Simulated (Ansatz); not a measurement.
## Run report: CH12Si4, molecular dynamics (part 2 of 2)

CH12Si4; RKS PBE0/STO-3G (Ansatz 0.2.0). One setting was made poor on purpose. It belongs to a series of runs on one base structure; here: dynamics from the last frame of an earlier run.

Geometry of the input (Å):
```
Si -0.0436  0.0402  -0.0290
C  0.0420  -0.2967  1.8447
H  -0.8493  -0.4547  2.4289
H  0.7198  -1.1210  1.9684
H  0.6017  0.5787  2.3231
Si 2.1862  0.1065  -0.7454
H  3.0210  -0.4723  0.3216
H  2.3985  -0.6276  -1.9805
H  2.6446  1.3937  -1.0297
Si -1.1616  1.8661  -0.5910
H  -2.5520  1.9114  -0.1894
H  -0.5453  3.0977  -0.0631
H  -1.1132  1.8360  -1.9913
Si -1.0311  -1.7846  -0.8566
H  -2.1667  -2.2529  -0.0531
H  -1.5297  -1.5702  -2.1404
H  -0.0638  -2.8737  -1.0094
```

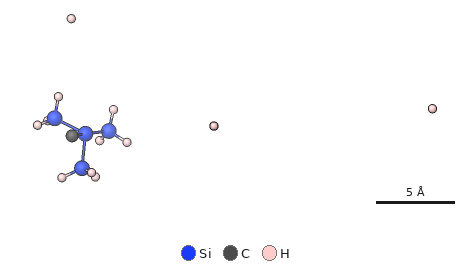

Figure 1. The geometry at step 24 of the log (ball-and-stick view, seen at a tilt).

```
Total energy: -32327.25184345 eV, -1188.0045930486 hartree
Atom 0 at    -0.331736    -0.238128    -0.173863 Å, force     1.065247    -0.566782     0.736244 eV/Å
Atom 1 at     1.250826    -0.645718     0.682860 Å, force    -2.829894    -0.002336     0.139963 eV/Å
Atom 2 at    -6.256464    -2.796648     2.373990 Å, force     0.031823     0.011722    -0.012585 eV/Å
Atom 3 at     4.768281     5.453162    15.873429 Å, force    -0.003737     0.007867    -0.001350 eV/Å
Atom 4 at    -0.110130    17.404763    15.387401 Å, force     0.003306    -0.008702    -0.000132 eV/Å
Atom 5 at     2.308220    -0.108053    -0.691670 Å, force     1.178554     0.833569    -2.147371 eV/Å
Atom 6 at     3.621829     0.454627    -0.460565 Å, force     0.029760    -0.211883     0.508945 eV/Å
Atom 7 at     2.486403    -1.242905    -1.594130 Å, force     0.015209     0.066741     0.308796 eV/Å
Atom 8 at     1.673269     0.879711    -1.547377 Å, force     0.354429     0.184277    -0.168011 eV/Å
Atom 9 at    -1.119526     1.902781    -0.426664 Å, force     0.158602    -0.415769     0.406737 eV/Å
Atom 10 at    -2.464338     2.028721     0.091967 Å, force     0.080390    -0.039787    -0.003044 eV/Å
Atom 11 at    -0.230062     2.787800     0.293565 Å, force    -0.105874     0.010945    -0.092690 eV/Å
Atom 12 at    -1.129315     2.235514    -1.828491 Å, force     0.034308     0.002905    -0.106292 eV/Å
Atom 13 at    -1.326400    -1.926620    -1.336744 Å, force     0.153973    -0.262100     0.367199 eV/Å
Atom 14 at    -2.354198    -2.628283    -0.598160 Å, force     0.016530     0.103615     0.030246 eV/Å
Atom 15 at    -1.889796    -1.431735    -2.569051 Å, force     0.004380     0.140347     0.016184 eV/Å
Atom 16 at    -0.270826    -2.872051    -1.656065 Å, force    -0.187004     0.145371     0.017159 eV/Å
Dipole moment:    -0.133315    -1.241232    -2.747891 e Å
```

## Trajectory as extended XYZ (Å, eV, eV/Å), 6 of the 41 frames kept, from step=0 to step=40
```
17
Properties=species:S:1:pos:R:3:forces:R:3 step=0 time_fs=0.0 energy=-32352.00998 temperature=1500.0
Si   -0.0436    0.0402   -0.0290    1.0740  -0.7254   0.6664
C     0.0420   -0.2967    1.8447    2.0957   2.7779  -0.1004
H    -0.8493   -0.4547    2.4289   -0.8033  -0.1988  -0.0530
H     0.7198   -1.1210    1.9684    0.2612  -0.9681   0.3435
H     0.6017    0.5787    2.3231   -1.0219  -1.2362  -0.5443
Si    2.1862    0.1065   -0.7454   -1.2898  -1.5529   0.8679
H     3.0210   -0.4723    0.3216   -0.3073   0.2734  -0.6175
H     2.3985   -0.6276   -1.9805   -0.1000  -0.0866   0.2847
H     2.6446    1.3937   -1.0297    0.4036   1.3740  -0.0737
Si   -1.1616    1.8661   -0.5910   -0.0076   0.9934   1.2958
H    -2.5520    1.9114   -0.1894    0.1139  -0.1903  -0.0082
H    -0.5453    3.0977   -0.0631   -0.2319  -0.6268  -0.4334
H    -1.1132    1.8360   -1.9913   -0.0711   0.4047  -1.2452
Si   -1.0311   -1.7846   -0.8566    0.2732  -1.0350   0.9413
H    -2.1667   -2.2529   -0.0531    0.5560   0.1860  -0.2105
H    -1.5297   -1.5702   -2.1404   -0.5577   0.3027  -1.3526
H    -0.0638   -2.8737   -1.0094   -0.3870   0.3081   0.2392
17
Properties=species:S:1:pos:R:3:forces:R:3 step=8 time_fs=24.0 energy=-32332.13556 temperature=14431.2
Si    0.0352   -0.0080    0.0527   -3.7187   0.2394  -3.3528
C     0.5928   -0.9405    1.3477    4.5534  -2.1187   4.7448
H    -4.8821   -2.2593    2.3963    0.0082   0.0101   0.0040
H     1.3335   -1.1310    2.3782   -3.0786   1.5597  -3.1591
H     0.0628   10.3948   10.0396   -0.0018  -0.0064  -0.0043
Si    2.1660    0.1613   -0.7107    0.1425  -2.1332  -0.0221
H     3.0861   -0.0314    0.4051   -0.0067   0.3919  -0.4481
H     2.3763   -0.9786   -1.6572   -0.0240   1.1499   0.6173
H     2.2671    1.4391   -1.3604    0.2326   0.1659  -0.0151
Si   -1.1745    2.0390   -0.6500    1.2342  -1.0986   2.6983
H    -2.5083    2.0125   -0.0746    0.0364  -0.0379  -0.4782
H    -0.5749    3.2814   -0.1787   -0.0091  -0.3049  -0.0883
H    -1.1200    2.0766   -2.0519   -0.3069  -0.0456  -1.1853
Si   -1.1449   -1.9824   -0.9858    2.2845   1.5075   2.0567
H    -2.2812   -2.2471   -0.1535   -0.1734  -0.2405   0.2161
H    -1.6498   -1.7919   -2.2705   -0.4188   0.1643  -1.5002
H    -0.2110   -3.1409   -0.9634   -0.7539   0.7972  -0.0837
17
Properties=species:S:1:pos:R:3:forces:R:3 step=16 time_fs=48.0 energy=-32334.10435 temperature=1215.9
Si   -0.1042   -0.0842   -0.0925    1.5504  -0.6520   0.5335
C     0.8538   -1.2410    1.1547   -1.1027   2.2859   0.3190
H    -6.2536   -2.7870    2.5007    0.0010   0.0028   0.0017
H     0.8806   -0.6338    2.1542    0.4127  -0.3109  -0.4540
H    -0.0862   15.8466   14.1639   -0.0009  -0.0028  -0.0018
Si    2.1403    0.1300   -0.7093   -0.2076   0.1607  -0.7477
H     3.0873    0.1286    0.3924   -0.2368   0.0332  -0.0147
H     2.6384   -0.8517   -1.6763   -0.2971   0.3289   0.3422
H     2.2566    1.4666   -1.3448   -0.0325  -0.7702   0.4140
Si   -1.1180    1.9503   -0.5818    0.3263  -0.9770   0.3023
H    -2.4864    2.0186   -0.1225   -0.0092  -0.0046  -0.0929
H    -0.4306    3.1231   -0.1191    0.1689   0.0798   0.2210
H    -1.0735    2.0038   -2.0297   -0.1957   0.0242   0.1151
Si   -1.0974   -1.8659   -0.9708   -0.1382  -0.1530  -1.0484
H    -2.2230   -2.1993   -0.1439   -0.1600  -0.0586   0.1708
H    -1.6213   -1.6903   -2.3086    0.0229  -0.0641   0.0039
H    -0.1955   -2.9969   -0.9724   -0.1015   0.0776  -0.0643
17
Properties=species:S:1:pos:R:3:forces:R:3 step=24 time_fs=72.0 energy=-32325.87249 temperature=1064.2
Si   -0.1371   -0.0450   -0.1772    0.9357  -2.6597   0.7620
C     0.8058   -1.4634    0.5957   -0.0416   1.9467   0.3611
H    -6.5219   -2.8857    2.5157    0.0306   0.0103  -0.0120
H     3.4558    3.1713   10.9339   -0.0027   0.0045  -0.0024
H    -0.1196   17.0136   15.0485    0.0014  -0.0063  -0.0024
Si    2.1186    0.0880   -0.7153    0.0495  -0.1197  -0.2149
H     2.9664    0.1423    0.4568    0.0196   0.0053  -0.1461
H     2.6296   -0.8174   -1.7117    0.1083  -0.0164  -0.0500
H     2.0852    1.4342   -1.2952    0.0587  -0.3903   0.1686
Si   -1.0885    1.8862   -0.5296   -0.5113   1.2146  -0.1836
H    -2.4397    1.9015   -0.0288   -0.0426   0.0300   0.0393
H    -0.2907    2.9265    0.0671   -0.0510   0.1395   0.0398
H    -1.0949    2.0486   -1.9720   -0.0407   0.0413   0.1921
Si   -1.1238   -1.8720   -1.0462   -0.6134   0.0113  -1.0587
H    -2.2096   -2.1553   -0.1346   -0.0140  -0.0066  -0.0995
H    -1.6485   -1.6131   -2.3836   -0.0391  -0.0549   0.2376
H    -0.3154   -3.0534   -1.1666    0.1525  -0.1494  -0.0307
17
Properties=species:S:1:pos:R:3:forces:R:3 step=32 time_fs=96.0 energy=-32326.58050 temperature=551.9
Si   -0.1533   -0.1601   -0.1784   -1.9119   1.1753  -0.6485
C     0.9761   -1.2256    0.6420    1.3893   0.2274   0.4794
H    -6.4733   -2.8704    2.4763    0.0302   0.0104  -0.0121
H     4.1839    4.3995   13.6412   -0.0030   0.0065  -0.0011
H    -0.1219   17.2523   15.2386    0.0023  -0.0077  -0.0015
Si    2.1510    0.0104   -0.7284    0.3206  -0.3923   0.5873
H     3.1145    0.1963    0.3376    0.1392   0.0907  -0.2101
H     2.6563   -0.8425   -1.7724    0.0472  -0.0666  -0.0454
H     1.9516    1.3399   -1.2896    0.0185  -0.1484  -0.0595
Si   -1.1183    1.9558   -0.4993    0.1820  -0.8180   0.2933
H    -2.4634    1.9055    0.0258    0.0372   0.0325   0.0350
H    -0.3711    3.0117    0.1499    0.0057  -0.1223  -0.0377
H    -1.1987    2.2006   -1.9217    0.0930  -0.0136   0.0219
Si   -1.2005   -1.9087   -1.1738   -0.3328   0.1939  -0.2261
H    -2.2286   -2.2723   -0.2200   -0.0078  -0.0600  -0.1984
H    -1.7855   -1.5866   -2.4612    0.0049  -0.0627   0.1022
H    -0.2761   -3.0044   -1.3178   -0.0145  -0.0451  -0.0787
17
Properties=species:S:1:pos:R:3:forces:R:3 step=40 time_fs=120.0 energy=-32327.25181 temperature=1357.3
Si   -0.3317   -0.2381   -0.1739    1.0652  -0.5668   0.7362
C     1.2508   -0.6457    0.6829   -2.8299  -0.0023   0.1400
H    -6.2565   -2.7966    2.3740    0.0318   0.0117  -0.0126
H     4.7683    5.4532   15.8734   -0.0037   0.0079  -0.0014
H    -0.1101   17.4048   15.3874    0.0033  -0.0087  -0.0001
Si    2.3082   -0.1081   -0.6917    1.1786   0.8336  -2.1474
H     3.6218    0.4546   -0.4606    0.0298  -0.2119   0.5089
H     2.4864   -1.2429   -1.5941    0.0152   0.0667   0.3088
H     1.6733    0.8797   -1.5474    0.3544   0.1843  -0.1680
Si   -1.1195    1.9028   -0.4267    0.1586  -0.4158   0.4067
H    -2.4643    2.0287    0.0920    0.0804  -0.0398  -0.0030
H    -0.2301    2.7878    0.2936   -0.1059   0.0109  -0.0927
H    -1.1293    2.2355   -1.8285    0.0343   0.0029  -0.1063
Si   -1.3264   -1.9266   -1.3367    0.1540  -0.2621   0.3672
H    -2.3542   -2.6283   -0.5982    0.0165   0.1036   0.0302
H    -1.8898   -1.4317   -2.5691    0.0044   0.1403   0.0162
H    -0.2708   -2.8721   -1.6561   -0.1870   0.1454   0.0172
```
